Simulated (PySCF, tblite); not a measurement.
**C₇H₁₁AlO₂: geometry, infrared bands and NMR shifts**

Aim: predict the infrared bands and NMR shifts of C₇H₁₁AlO₂ (`C(=[CH]\[Al]1[O]CC[O]1)/C1CC1`).

The runs use tblite 0.8.0 and PySCF 2.14.0, with density-fitted response routines of our own; the level of theory stands in each step. All values are computed, except where a source is named. Atoms count from 0, in the outputs and in this text.

### 1 The starting structure

21 atoms, charge 0, multiplicity 1; geometry from: force field or distance geometry start.

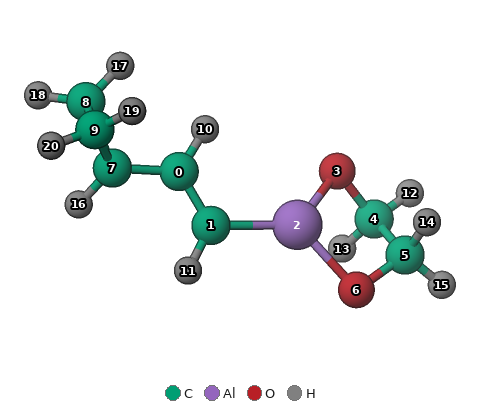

As it starts; carbon teal, aluminium purple, oxygen red, hydrogen grey, atoms numbered.

### 2 Relaxing the molecule with GFN2-xTB

Job settings and geometry (Å):

```
{"job": {"kind": "relax", "xc": "GFN2-xTB", "basis": "xTB"}, "charge": 0, "multiplicity": 1}
C      1.253600    -0.105500     0.207100
C      0.255700    -0.980000     0.145500
Al    -1.525400    -0.352800    -0.244400
O     -2.325800     1.290700     0.160100
C     -3.597800     0.749900     0.502100
C     -3.962100    -0.187800    -0.638200
O     -3.109900    -1.300800    -0.509400
C      2.649800    -0.502100     0.513900
C      3.549900     0.720300     0.675800
C      3.736200    -0.247000    -0.477600
H      0.989900     0.939200     0.019200
H      0.437100    -2.057700     0.335000
H     -4.277200     1.616900     0.519500
H     -3.498100     0.232300     1.478400
H     -3.809600     0.303400    -1.627500
H     -5.025600    -0.439400    -0.518300
H      2.821100    -1.237400     1.341800
H      3.067800     1.693100     0.460600
H      4.290700     0.750600     1.479800
H      3.475100     0.066700    -1.500800
H      4.595800    -0.935800    -0.382100
```

Launch:

```
OMP_NUM_THREADS=1 python probes_run.py task.json out
```

The driver reads the jobs from task.json and runs them one after another.

Standard output:

```text
step      E/eV     max force
  0    -810.19696    2.455
  1    -810.54957    1.722
  2    -810.81875    1.409
  3    -810.87575    1.049
  4    -810.95537    0.839
  5    -810.98436    0.665
  6    -811.05241    0.610
  7    -811.08463    0.496
  8    -811.12263    0.409
  9    -811.14430    0.341
 10    -811.16656    0.417
 11    -811.18864    0.363
 12    -811.21744    0.359
 13    -811.24459    0.394
 14    -811.26668    0.338
 15    -811.28281    0.284
 16    -811.29427    0.250
 17    -811.30185    0.162
 18    -811.30612    0.132
 19    -811.30873    0.122
 20    -811.31109    0.111
 21    -811.31322    0.140
 22    -811.31480    0.114
 23    -811.31628    0.103
 24    -811.31790    0.115
 25    -811.32013    0.107
 26    -811.32214    0.121
 27    -811.32412    0.122
 28    -811.32588    0.110
 29    -811.32790    0.097
 30    -811.33004    0.113
 31    -811.33194    0.100
 32    -811.33346    0.097
 33    -811.33495    0.115
 34    -811.33662    0.096
 35    -811.33821    0.116
 36    -811.33966    0.124
 37    -811.34115    0.108
 38    -811.34373    0.105
 39    -811.34553    0.129
 40    -811.34825    0.113
 41    -811.35046    0.131
 42    -811.35350    0.146
 43    -811.35730    0.145
 44    -811.36154    0.175
 45    -811.36493    0.127
 46    -811.36715    0.106
 47    -811.36903    0.159
 48    -811.37120    0.124
 49    -811.37442    0.094
 50    -811.37572    0.090
 51    -811.37847    0.119
 52    -811.38089    0.119
 53    -811.38339    0.099
 54    -811.38523    0.089
 55    -811.38700    0.115
 56    -811.38901    0.147
 57    -811.39189    0.141
 58    -811.39801    0.144
 59    -811.40165    0.163
 60    -811.40872    0.195
 61    -811.41458    0.165
 62    -811.41650    0.326
 63    -811.42330    0.138
 64    -811.42524    0.089
 65    -811.42771    0.111
 66    -811.42853    0.082
 67    -811.43048    0.081
 68    -811.43170    0.059
 69    -811.43261    0.062
 70    -811.43340    0.067
 71    -811.43447    0.090
 72    -811.43562    0.087
 73    -811.43659    0.066
 74    -811.43719    0.050
 75    -811.43751    0.045
 76    -811.43791    0.056
 77    -811.43838    0.041
 78    -811.43897    0.045
 79    -811.43932    0.061
 80    -811.44007    0.083
 81    -811.44094    0.088
 82    -811.44191    0.067
 83    -811.44266    0.050
 84    -811.44330    0.049
 85    -811.44391    0.054
 86    -811.44451    0.069
 87    -811.44506    0.063
 88    -811.44562    0.049
 89    -811.44632    0.054
 90    -811.44694    0.060
 91    -811.44771    0.057
 92    -811.44834    0.051
 93    -811.44897    0.060
 94    -811.44975    0.073
 95    -811.45067    0.065
 96    -811.45146    0.083
 97    -811.45219    0.063
 98    -811.45291    0.057
 99    -811.45376    0.058
100    -811.45483    0.070
101    -811.45613    0.092
102    -811.45734    0.083
103    -811.45849    0.057
104    -811.45950    0.064
105    -811.46015    0.087
106    -811.46113    0.076
107    -811.46174    0.042
108    -811.46226    0.042
109    -811.46252    0.052
110    -811.46286    0.036
111    -811.46311    0.032
112    -811.46334    0.030
113    -811.46358    0.042
114    -811.46387    0.044
115    -811.46418    0.035
116    -811.46447    0.036
117    -811.46468    0.036
118    -811.46490    0.044
119    -811.46519    0.044
120    -811.46563    0.040
121    -811.46597    0.036
122    -811.46624    0.039
123    -811.46645    0.037
124    -811.46666    0.034
125    -811.46685    0.030
126    -811.46704    0.028
127    -811.46723    0.031
128    -811.46749    0.038
129    -811.46781    0.038
130    -811.46816    0.043
131    -811.46849    0.041
132    -811.46882    0.043
133    -811.46918    0.049
134    -811.46956    0.044
135    -811.46991    0.035
136    -811.47022    0.031
137    -811.47048    0.031
138    -811.47068    0.040
139    -811.47084    0.033
140    -811.47099    0.029
141    -811.47116    0.030
142    -811.47135    0.030
143    -811.47151    0.030
144    -811.47163    0.024
145    -811.47174    0.020
146    -811.47186    0.024
147    -811.47200    0.029
148    -811.47217    0.037
149    -811.47234    0.030
150    -811.47250    0.023
151    -811.47263    0.020
152    -811.47272    0.022
153    -811.47279    0.016
154    -811.47284    0.023
155    -811.47289    0.020
156    -811.47293    0.016
157    -811.47295    0.011
158    -811.47298    0.008
```

Wall time 1.5 s (1 thread of Arm Neoverse V1, shared host); peak memory 0.18 GiB.

Step by step: (not every step is listed)

| step | energy from step 0 (eV) | largest force (eV/Å) |
| --- | --- | --- |
| 0 | 0.0000 | 2.4550 |
| 1 | -0.3526 | 1.7224 |
| 2 | -0.6218 | 1.4089 |
| 3 | -0.6788 | 1.0493 |
| 4 | -0.7584 | 0.8392 |
| 5 | -0.7874 | 0.6655 |
| 6 | -0.8555 | 0.6100 |
| 7 | -0.8877 | 0.4961 |
| 8 | -0.9257 | 0.4094 |
| 22 | -1.1178 | 0.1135 |
| 36 | -1.1427 | 0.1244 |
| 50 | -1.1788 | 0.0903 |
| 64 | -1.2283 | 0.0889 |
| 78 | -1.2420 | 0.0448 |
| 92 | -1.2514 | 0.0510 |
| 106 | -1.2642 | 0.0757 |
| 120 | -1.2687 | 0.0396 |
| 134 | -1.2726 | 0.0445 |
| 148 | -1.2752 | 0.0365 |
| 153 | -1.2758 | 0.0155 |
| 154 | -1.2759 | 0.0235 |
| 155 | -1.2759 | 0.0197 |
| 156 | -1.2760 | 0.0160 |
| 157 | -1.2760 | 0.0110 |
| 158 | -1.2760 | 0.0084 |

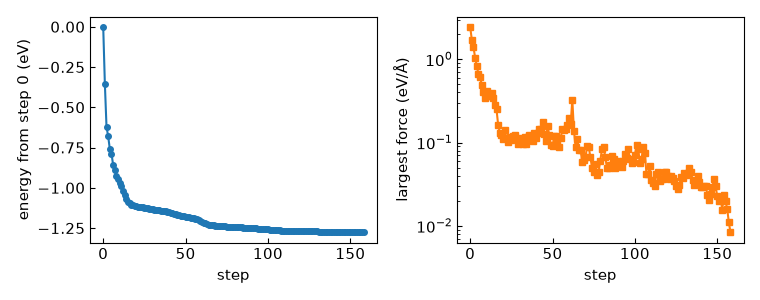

Energy and largest force along the relaxation.

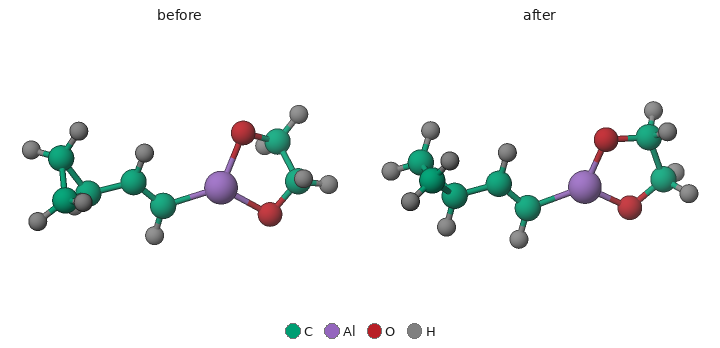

Before and after, at one scale.

Close pairs (by a distance rule), those that changed most:

| bond | before (Å) | after (Å) | change (Å) |
| --- | --- | --- | --- |
| Al2–O3 | 1.872 | 1.709 | -0.163 |
| Al2–O6 | 1.865 | 1.707 | -0.159 |
| C4–C5 | 1.521 | 1.573 | +0.052 |
| C7–H16 | 1.120 | 1.084 | -0.037 |
| C8–H17 | 1.107 | 1.079 | -0.028 |
| C8–C9 | 1.517 | 1.490 | -0.027 |
| C9–H20 | 1.106 | 1.079 | -0.026 |
| C1–H11 | 1.109 | 1.086 | -0.023 |

The next job starts from the end point, and lists it.

### 3 Harmonic vibrations with GFN2-xTB

Job settings and geometry (Å):

```
{"job": {"kind": "ir", "xc": "GFN2-xTB", "basis": "xTB"}, "charge": 0, "multiplicity": 1}
C      1.288607    -0.221349     0.165775
C      0.301267    -1.119994     0.120381
Al    -1.539583    -0.510445     0.006121
O     -2.166451     1.078950    -0.049967
C     -3.566855     1.070359    -0.119996
C     -4.106682    -0.407112    -0.138171
O     -3.041922    -1.316841    -0.069623
C      2.716881    -0.545509     0.253426
C      3.630141     0.361119     1.042885
C      3.717713     0.343887    -0.444223
H      1.051982     0.836042     0.139889
H      0.546738    -2.177901     0.146427
H     -3.882787     1.590848    -1.030031
H     -3.971759     1.600890     0.748035
H     -4.669620    -0.583435    -1.060569
H     -4.772143    -0.569572     0.715980
H      2.938159    -1.606262     0.278255
H      3.187970     1.222495     1.519574
H      4.422706    -0.096277     1.614999
H      3.336336     1.193763    -0.989369
H      4.570382    -0.126713    -0.909226
```

Standard output:

```text
mode    cm-1     km/mol
  1      37.8      0.07
  2      38.0      0.10
  3      63.4      0.44
  4      77.1      0.00
  5     108.3      0.01
  6     146.1      0.57
  7     155.3      3.39
  8     239.7      3.68
  9     295.1     42.75
 10     364.1      5.89
 11     372.2     14.69
 12     435.2     64.72
 13     611.4      3.83
 14     632.9      2.34
 15     707.8      7.75
 16     716.0    165.53
 17     795.8      7.06
 18     820.8    206.24
 19     855.1      0.82
 20     867.8      1.62
 21     887.0      3.34
 22     897.7     20.26
 23     942.9      1.31
 24    1011.7     14.00
 25    1012.4     32.11
 26    1064.2    152.59
 27    1065.8      2.56
 28    1068.1    116.56
 29    1073.8      0.62
 30    1089.6      0.03
 31    1098.3      1.33
 32    1104.5      8.34
 33    1154.5      0.23
 34    1199.2      4.75
 35    1205.5      0.01
 36    1216.8      4.43
 37    1249.6      1.09
 38    1269.3      4.03
 39    1305.7      6.37
 40    1313.3      0.03
 41    1370.0      0.72
 42    1434.8      0.05
 43    1471.6      0.01
 44    1482.0      1.07
 45    1491.0      5.90
 46    1619.1     86.77
 47    2897.9      0.01
 48    2916.1    100.14
 49    2920.0     22.27
 50    2927.4    120.03
 51    2983.4     46.99
 52    3027.7      9.28
 53    3043.0     42.87
 54    3091.3     18.53
 55    3092.5     28.91
 56    3095.3      3.72
 57    3113.9     61.84
```

Run time: 1 s. Hardware: 1 thread of Arm Neoverse V1, shared host; peak memory 0.18 GiB.

Which atoms move in the most intense modes:

| cm⁻¹ | km/mol | atoms |
| --- | --- | --- |
| 435 | 64.7 | Al2 27 %, O6 18 %, O3 15 % |
| 716 | 165.5 | O6 36 %, Al2 29 %, O3 23 % |
| 821 | 206.2 | Al2 45 %, C1 16 %, O3 10 % |
| 1064 | 152.6 | H18 12 %, C5 12 %, H17 12 %, H20 10 % |
| 1068 | 116.6 | C4 23 %, O3 17 %, C5 13 % |
| 1619 | 86.8 | C0 55 %, C1 39 % |
| 2916 | 100.1 | H13 23 %, H15 23 %, H14 23 %, H12 21 % |
| 2927 | 120.0 | H14 26 %, H15 26 %, H12 23 %, H13 21 % |

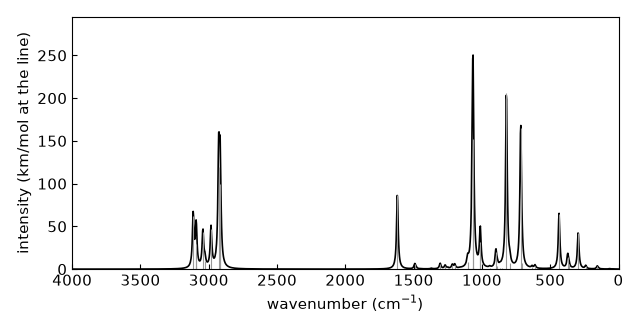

The infrared spectrum from these modes, unscaled. Lines are broadened to a width of 14 cm⁻¹ (Lorentzian).

### 4 Nuclear shieldings: PBE0/pcSseg-1

The job, as its differences from that of step 3:

```diff
@@ -1,2 +1,2 @@
-{"job": {"kind": "ir", "xc": "GFN2-xTB", "basis": "xTB"}, "charge": 0, "multiplicity": 1}
+{"job": {"kind": "nmr", "xc": "PBE0", "basis": "pcSseg-1"}, "charge": 0, "multiplicity": 1}
 C      1.288607    -0.221349     0.165775
```

Level: GIAO PBE0/pcSseg-1 NMR shielding, non-relativistic, gas phase.

Standard output:

```text
coarse grid: 18224 points
cycle   1  E = -665.3266923398  dE =  1.494e+00  |g| = 1.031e+00  |ddm| = 4.166e+00
cycle   2  E = -665.0392916954  dE =  2.874e-01  |g| = 1.617e+00  |ddm| = 1.896e+00
cycle   3  E = -665.5278837476  dE = -4.886e-01  |g| = 1.258e-01  |ddm| = 1.279e+00
cycle   4  E = -665.5307587013  dE = -2.875e-03  |g| = 5.540e-02  |ddm| = 1.387e-01
cycle   5  E = -665.5315382160  dE = -7.795e-04  |g| = 1.060e-02  |ddm| = 5.078e-02
cycle   6  E = -665.5315562125  dE = -1.800e-05  |g| = 6.061e-03  |ddm| = 1.285e-02
cycle   7  E = -665.5315654065  dE = -9.194e-06  |g| = 7.740e-04  |ddm| = 5.650e-03
final grid: 171856 points
cycle   8  E = -665.6130299305  dE = -3.734e-05  |g| = 1.445e-02  |ddm| = 3.533e-02
cycle   9  E = -665.6129840355  dE =  4.589e-05  |g| = 2.136e-02  |ddm| = 2.339e-02
cycle  10  E = -665.6130718759  dE = -8.784e-05  |g| = 1.742e-03  |ddm| = 1.421e-02
cycle  11  E = -665.6130725383  dE = -6.624e-07  |g| = 2.109e-04  |ddm| = 1.409e-03
cycle  12  E = -665.6130725459  dE = -7.638e-09  |g| = 1.127e-04  |ddm| = 2.506e-04
cycle  13  E = -665.6130725483  dE = -2.434e-09  |g| = 4.519e-05  |ddm| = 1.204e-04
cycle  14  E = -665.6130725488  dE = -4.995e-10  |g| = 7.175e-06  |ddm| = 4.901e-05
converged SCF energy = -665.6130725488

GIAO shielding tensors (ppm)
atom      isotropic    diamagn.    paramagn.     s11        s22        s33       span
  0 C       10.335     255.255    -244.920   -129.829     26.412    134.422    264.251
  1 C       67.541     257.322    -189.781    -34.276     66.471    170.428    204.704
  2 Al     414.185     800.274    -386.089    336.823    379.139    526.593    189.770
  3 O      298.861     403.086    -104.225    182.881    335.973    377.729    194.848
  4 C      120.076     237.874    -117.798     93.110    105.930    161.189     68.079
  5 C      119.663     240.246    -120.583     92.099    106.209    160.681     68.583
  6 O      294.740     403.294    -108.553    180.068    329.179    374.975    194.907
  7 C      162.022     243.313     -81.291    123.218    143.985    218.863     95.644
  8 C      176.211     255.605     -79.395    146.887    177.150    204.595     57.708
  9 C      176.218     255.001     -78.783    146.901    177.106    204.648     57.747
 10 H       25.529      35.777     -10.248     21.396     22.590     32.602     11.206
 11 H       25.776      33.512      -7.736     23.702     24.772     28.854      5.152
 12 H       27.440      27.757      -0.317     22.916     25.931     33.472     10.555
 13 H       27.439      27.684      -0.244     22.888     25.935     33.496     10.608
 14 H       27.400      26.918       0.482     22.991     25.818     33.391     10.400
 15 H       27.403      26.797       0.606     23.027     25.815     33.367     10.339
 16 H       30.198      31.347      -1.149     23.980     29.060     37.555     13.575
 17 H       31.203      31.471      -0.268     25.644     28.482     39.481     13.837
 18 H       30.829      29.381       1.448     25.256     26.656     40.573     15.317
 19 H       31.198      31.472      -0.274     25.640     28.476     39.478     13.839
 20 H       30.831      29.388       1.443     25.253     26.663     40.578     15.325
```

It took 63 s on 1 thread of Arm Neoverse V1, shared host; peak memory 1 GiB.

Shifts follow as δ = σ(reference) − σ, with reference shieldings (ppm) from runs at the same level and on the same kind of geometry: 1H TMS 31.72, 13C TMS 186.9, 17O H2O 336.1, 27Al AlH4- 490.0. The references are single molecules in the gas phase, so shifts against H2O, NH3, PH3, H3PO4 or CFCl3 are not on the usual liquid scales and can be off by tens of ppm. Shifts against hydride references such as AlH4− lie on their own scale. Atoms listed in one row are averaged.

| atoms | environment | σ (ppm) | δ (ppm) |
| --- | --- | --- | --- |
| C0 | alkene CH | 10.3 | 176.6 |
| C1 | alkene CH | 67.5 | 119.4 |
| C4, C5 | sp3 CH2 bonded to O | 119.9 | 67.1 |
| C7 | three-membered-ring carbon | 162.0 | 24.9 |
| C8, C9 | three-membered-ring carbon | 176.2 | 10.7 |
| H10 | hydrogen on an alkene CH | 25.53 | 6.19 |
| H11 | hydrogen on an alkene CH | 25.78 | 5.94 |
| H12, H13, H14, H15 | hydrogen on an sp3 CH2 bonded to O | 27.42 | 4.30 |
| H16 | hydrogen on a three-membered-ring carbon | 30.20 | 1.52 |
| H18, H20 | hydrogen on a three-membered-ring carbon | 30.83 | 0.89 |
| H17, H19 | hydrogen on a three-membered-ring carbon | 31.20 | 0.52 |
| Al2 | aluminium bonded to C, 2 O, in a 5-membered ring | 414.2 | 75.8 |
| O3, O6 | oxygen bonded to C, Al, in a 5-membered ring | 296.8 | 39.3 |

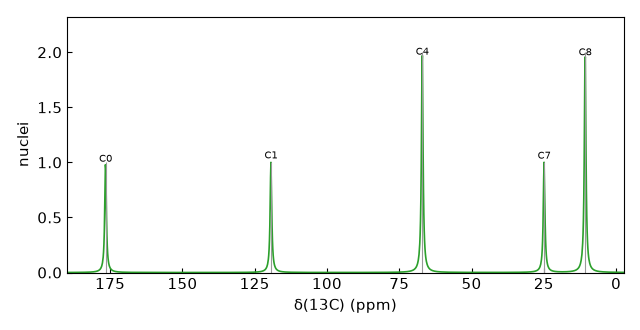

13C lines at the computed shifts, without couplings. Lines are broadened to a width of 0.66 ppm (Lorentzian).

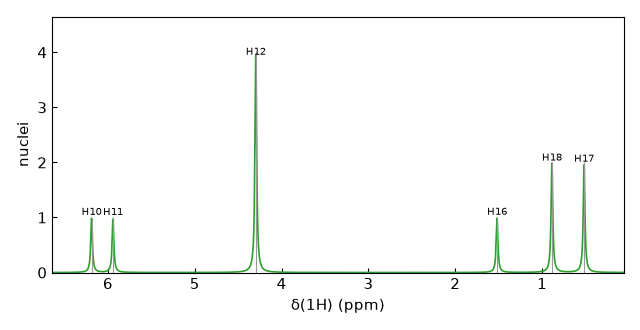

1H lines at the computed shifts, without couplings. Lines are broadened to a width of 0.02 ppm (Lorentzian).

Charges from the same density, by scheme (e):

| atoms | Mulliken | IAO | Hirshfeld | ESP fit |
| --- | --- | --- | --- | --- |
| C0 | -0.02 | -0.07 | -0.02 | -0.05 |
| C1 | -0.48 | -0.53 | -0.21 | -0.82 |
| Al2 | 1.17 | 1.22 | 0.63 | 1.31 |
| O3, O6 | -0.71 | -0.67 | -0.33 | -0.70 |
| C4, C5 | 0.06 | -0.07 | -0.01 | 0.21 |
| C7 | -0.28 | -0.14 | -0.04 | 0.07 |
| C8, C9 | -0.18 | -0.29 | -0.08 | -0.31 |

Mulliken charges:

C0 -0.02; C1 -0.48; Al2 1.17; O3 -0.71; C4 0.06; C5 0.06; O6 -0.70; C7 -0.28; C8 -0.18; C9 -0.18; H10 0.10; H11 0.11; H12 0.10; H13 0.10; H14 0.10; H15 0.10; H16 0.11; H17 0.13; H18 0.14; H19 0.13; H20 0.14

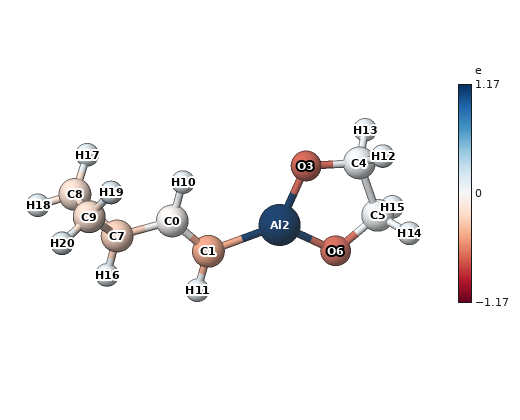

Mulliken charges, as colours on the atoms.

Mayer bond orders: C0–C1 1.81, C1–Al2 0.93, Al2–O3 0.89, O3–C4 0.91, C4–C5 1.00, C5–O6 0.91, C0–C7 1.03, C7–C8 0.92, C8–C9 0.98, O6–Al2 0.91, C9–C7 0.92.

Ring of atoms Al2, O3, C4, C5, O6: NICS(0) -5.1, NICS(1) -1.6, NICS(1)zz -3.1 ppm (means of both faces).

Ring of atoms C7, C8, C9: NICS(0) -42.9, NICS(1) -8.2, NICS(1)zz -23.2 ppm (means of both faces).

In rings of three or four atoms NICS is ruled by the nearby σ bonds, so it says little on aromaticity.

Orbitals, density, ELF and potential are computed afterwards from the orbital file.

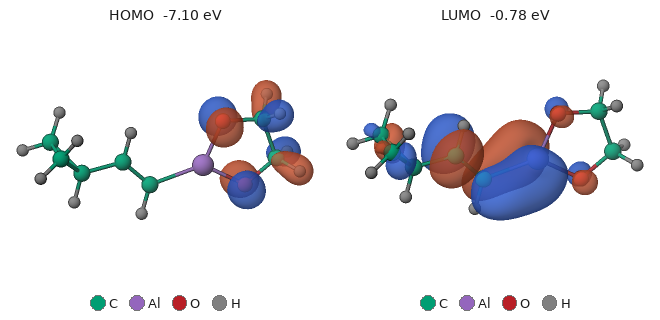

PBE0/pcSseg-1 orbitals near the gap, drawn at the value that encloses 70 % of each; the two colours are the two signs.

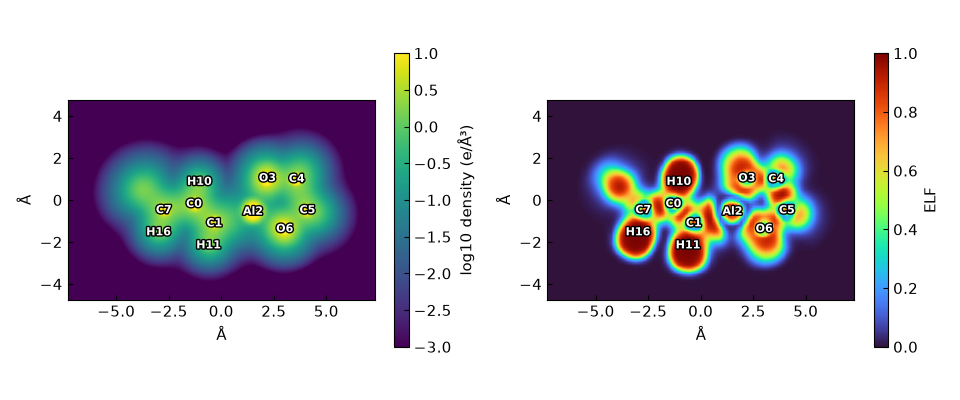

Density (left) and ELF (right) in a plane through or near 11 of the atoms.

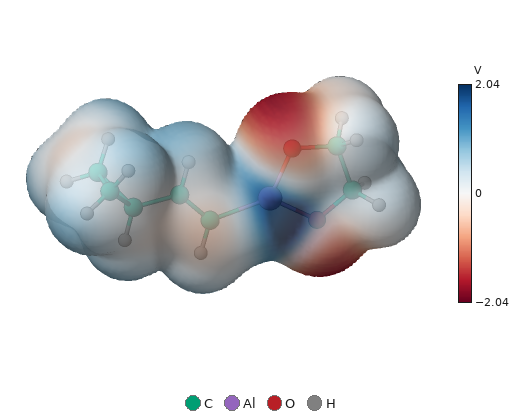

Electrostatic potential on the surface of density 0.002 e/bohr³; red is low, blue high. It runs from -1.74 V near O6 to 2.04 V near Al2.

### 5 Results

| quantity | value |
| --- | --- |
| strongest single infrared mode (GFN2-xTB) | 821 cm⁻¹, 206 km/mol |
| zero-point energy (GFN2-xTB) | 103.7 kcal/mol |
| 13C shifts against TMS (PBE0/pcSseg-1, means over atoms taken as alike) | 176.6, 119.4, 67.1, 24.9, 10.7 ppm |
| 1H shifts against TMS (PBE0/pcSseg-1, means over atoms taken as alike) | 6.19, 5.94, 4.30, 1.52, 0.89, 0.52 ppm |
| 27Al shifts against AlH4- (PBE0/pcSseg-1) | 75.8 ppm |
| 17O shifts against H2O (PBE0/pcSseg-1, means over atoms taken as alike) | 39.3 ppm |
| surface potential, least and greatest | -1.74 V and 2.04 V |

**Reading.** Relaxing lowered the energy by 1.276 eV in 158 steps; the close pair that moved most is Al2–O3, from 1.872 to 1.709 Å. All 57 modes are real, so the xTB geometry is a minimum. The strongest single mode, at 821 cm⁻¹, is carried by Al2, C1, O3. Unscaled tight-binding wavenumbers are off by several per cent, some by more. Its intensities can rank the bands wrongly. At PBE0/pcSseg-1: The largest span, 264 ppm, is at C0, where the paramagnetic term is -245 ppm. By nearest atom (PBE0/pcSseg-1), the HOMO sits on O3, O6 about 31 % each; 4 H atoms about 7 % each and the LUMO on C0 27 %; Al2 24 %.
